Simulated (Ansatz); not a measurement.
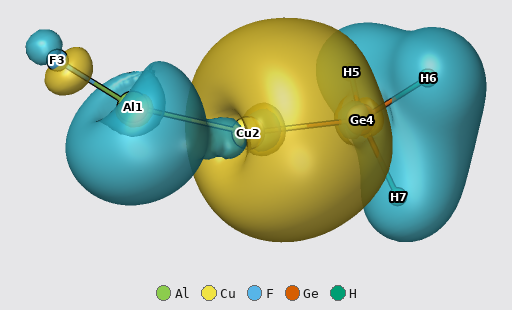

AlCuFGeH3 (SMILES [F][Al+][Cu-][GeH3]). One frontier orbital at ±0.06 Å⁻³ᐟ² (yellow and cyan are the two phases), seen at a tilt.

Geometry: B3LYP-D3(BJ)/def2-SVP.

The calculation used isolated molecule in a Gaussian basis; Kohn-Sham density functional theory, functional PBE0 (Ansatz 0.2.0).

```yaml
atoms:
  - { symbol: Al, position_ang: [-1.5805, -0.2862, -0.3508] }
  - { symbol: Cu, position_ang: [0.3759, -0.4230, -1.6512] }
  - { symbol: F, position_ang: [-2.5991, -0.2005, 0.9599] }
  - { symbol: Ge, position_ang: [2.6307, -0.5612, -2.3193] }
  - { symbol: H, position_ang: [3.5661, 0.4366, -1.5757] }
  - { symbol: H, position_ang: [3.2785, -1.9552, -2.0731] }
  - { symbol: H, position_ang: [2.8809, -0.2768, -3.8293] }
```

Q: Which orbital is it: HOMO or LUMO?

A: The HOMO, at −6.40 eV. Its weight (Hirshfeld) is mainly on Ge4 (about 45 %), Cu2 (about 30 %) and Al1 (about 10 %).
